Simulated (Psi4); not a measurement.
**HNO (SMILES N=O): OMP2/def2-TZVPPD (density fitting for correlation)**

Aim: the energy change on altering one bond length of HNO at OMP2/def2-TZVPPD (density fitting for correlation), from 2 runs. 

The calculation is run with Psi4 1.11.

1 further run of the same task is left out (set aside as unsound or not needed).

**1. Starting point**

The species is HNO (3 atoms), meant as a singlet with charge 0. As SMILES, `N=O`. Geometry: relaxed at PBE0-D4/def2-TZVP.

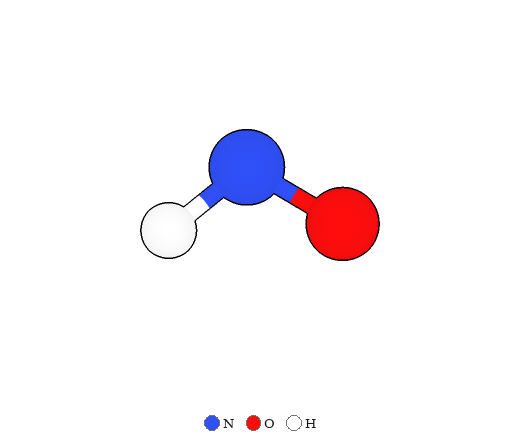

Viewed from a chosen angle; nitrogen blue, oxygen red, hydrogen white.

**2. The energy at OMP2/def2-TZVPPD (density fitting for correlation)**

hno.dat reads:

```
memory 2.2 GB

molecule molecule1 {
  N
  O 1 1.189845
  H 1 1.063359 2 108.86126
  units angstrom
  symmetry c1
  no_reorient
  no_com
}

set globals {
  puream          true
  e_convergence   1e-09
  d_convergence   1e-08
  scf_type        pk
  num_frozen_docc 2
}

E, wfn = energy("omp2/def2-TZVPPD", return_wfn=True)
print_variables()
```

Command:

```console
$ psi4 -n 1 hno.dat hno.out
```

hno.out:

```text
[...]
  Running in c1 symmetry.
[...]
  Nuclear repulsion =   30.697200196618553
[...]
  Multiplicity = 1
[...]
  Nalpha       = 8
  Nbeta        = 8
[...]
    Number of basis functions: 94
[...]
   @RHF iter   1:  -129.81248243326095   -6.35230e-01   2.88279e-03 DIIS/ADIIS
[...]
   @RHF iter  11:  -129.84559645185158   -1.73372e-11   6.21971e-09 DIIS
[...]
    Orbital Energies [Eh]
    ---------------------
    Doubly Occupied:
       1A    -20.652764     2A    -15.711355     3A     -1.544408
       4A     -0.987495     5A     -0.751452     6A     -0.671337
       7A     -0.605049     8A     -0.423456
[...]
  @RHF Final Energy:  -129.84559645185158
   => Energetics <=
    Nuclear Repulsion Energy =             30.6972001966185530
    One-Electron Energy =                -238.3909637215960515
    Two-Electron Energy =                  77.8481670731259072
    Total Energy =                       -129.8455964518515771
[...]
 Multipole Moments:
 ------------------------------------------------------------------------------------
     Multipole            Electronic (a.u.)      Nuclear  (a.u.)        Total (a.u.)
 ------------------------------------------------------------------------------------
 L = 1.  Multiply by 2.5417464519 to convert [e a0] to [Debye]
 Dipole X            :          0.3099026           -0.9126142           -0.6027116
 Dipole Y            :         -0.4286083            0.8826396            0.4540313
 Dipole Z            :         -0.0000000            0.0000000           -0.0000000
 Magnitude           :                                                    0.7545898
[...]
	Warning: cc_lambda option is changed to TRUE
	For this residual convergence, default PCG convergence is:     1.00e-07
[...]
	DF-MP2 Total Energy (a.u.)         :  -130.27935440869803
[...]
	DF-MP2 Total Energy (a.u.)         :  -130.28794060378814
[...]
	DF-OMP2 Total Energy (a.u.)        :  -130.28794060378078
[...]
```

Run time: 24 s. Hardware: 1 thread of Intel Xeon at 2.50GHz (Skylake/Cascade Lake), shared host; peak memory 0.34 GiB.

**3. The distorted shape at the same level**

job.py reads:

```python
import psi4

psi4.set_memory('2200 MB')
psi4.set_num_threads(1)
psi4.core.set_output_file('hno.out', False)

m = psi4.geometry("""
0 1
N     -0.227324     0.619652    -0.050496
O      0.811676     0.704062     0.523164
H     -0.471600    -0.709980    -0.339350
units angstrom
symmetry c1
no_reorient
no_com
""")

options = {'puream': True, 'e_convergence': 1e-09, 'd_convergence': 1e-08, 'scf_type': 'pk', 'num_frozen_docc': 2}
psi4.set_options(options)

E, wfn = psi4.energy('omp2/def2-TZVPPD', molecule=m, return_wfn=True)
print(f'omp2/def2-TZVPPD energy: {E:.10f} Eh')
```

Command:

```console
$ python job.py
```

hno.out:

```text
[...]
  Running in c1 symmetry.
[...]
  Nuclear repulsion =   29.605711767497866
[...]
  Multiplicity = 1
[...]
  Nalpha       = 8
  Nbeta        = 8
[...]
    Number of basis functions: 94
[...]
   @RHF iter   1:  -129.76198898653917   -7.53325e-01   3.13769e-03 DIIS/ADIIS
[...]
   @RHF iter  12:  -129.80139627105885   -1.07718e-11   6.52960e-09 DIIS
[...]
    Orbital Energies [Eh]
    ---------------------
    Doubly Occupied:
       1A    -20.671391     2A    -15.755110     3A     -1.554986
       4A     -0.948420     5A     -0.720963     6A     -0.679535
       7A     -0.618915     8A     -0.401775
[...]
  @RHF Final Energy:  -129.80139627105885
   => Energetics <=
    Nuclear Repulsion Energy =             29.6057117674978656
    One-Electron Energy =                -236.1120252040319656
    Two-Electron Energy =                  76.7049171654752655
    Total Energy =                       -129.8013962710588203
[...]
 Multipole Moments:
 ------------------------------------------------------------------------------------
     Multipole            Electronic (a.u.)      Nuclear  (a.u.)        Total (a.u.)
 ------------------------------------------------------------------------------------
 L = 1.  Multiply by 2.5417464519 to convert [e a0] to [Debye]
 Dipole X            :         -8.5981732            8.3725072           -0.2256661
 Dipole Y            :        -17.9167349           17.4990151           -0.4177198
 Dipole Z            :         -6.7713990            6.5998496           -0.1715494
 Magnitude           :                                                    0.5048209
[...]
	Warning: cc_lambda option is changed to TRUE
	For this residual convergence, default PCG convergence is:     1.00e-07
[...]
	DF-MP2 Total Energy (a.u.)         :  -130.25084675597631
[...]
	DF-MP2 Total Energy (a.u.)         :  -130.26281866362186
[...]
	DF-OMP2 Total Energy (a.u.)        :  -130.26281866361737
[...]
```

Standard output:

```text
omp2/def2-TZVPPD energy: -130.2628186636 Eh
```

Run time: 23 s. Hardware: 1 thread of Intel Xeon at 2.50GHz (Skylake/Cascade Lake), shared host; peak memory 0.34 GiB.

**4. Outcome**

Level: OMP2/def2-TZVPPD (density fitting for correlation), 2 core orbitals frozen.

| quantity | value |
| --- | --- |
| first shape: total energy | -130.28794 Eh |
| first shape: HOMO energy (Hartree–Fock orbitals) | -11.52 eV |
| first shape: LUMO energy (Hartree–Fock orbitals) | 2.16 eV |
| first shape: HOMO–LUMO gap (Hartree–Fock orbitals) | 13.69 eV |
| first shape: correlation energy (2 core orbitals frozen) | -442.3 mEh |
| distorted shape: total energy | -130.26282 Eh |
| distorted shape: HOMO energy (Hartree–Fock orbitals) | -10.93 eV |
| distorted shape: LUMO energy (Hartree–Fock orbitals) | 2.01 eV |
| distorted shape: HOMO–LUMO gap (Hartree–Fock orbitals) | 12.95 eV |
| distorted shape: correlation energy (2 core orbitals frozen) | -461.4 mEh |
| energy change with the N1–H3 bond stretched from 1.063 to 1.382 Å | 0.684 eV |

What this shows: With the N1–H3 bond stretched from 1.063 to 1.382 Å the energy rises by 0.68 eV (66.0 kJ/mol). The first shape isn't relaxed at this level, so the change isn't measured from a minimum.
